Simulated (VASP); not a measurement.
Band structure of Mg$_{2}$Sn (antifluorite). These are PBE GGA, VASP's PBE PAW potentials (set 64) (plane waves; VASP) values and carry that method's errors.

Unless said otherwise, spin-orbit coupling is left out, though it shifts the bands of the heavy elements here.

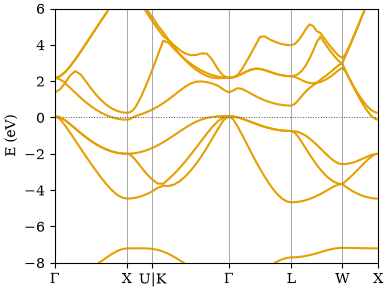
Figure. Bands along high-symmetry lines, zero at the valence-band maximum or, without a gap, the Fermi level

### Question
Read the plot: is there a gap, and where are the band edges?

### Answer
It has no gap at this level: it comes out as a metal or semimetal. (Edges off the drawn lines would not show.)

Measured: gap 0.36 eV (computed value off by -0.36 eV), as given by Byungki Ryu et al., Journal of the Korean Physical Society (2019), arXiv:1905.06140.

The compound is Mg2Sn in the antifluorite structure. It was relaxed first.
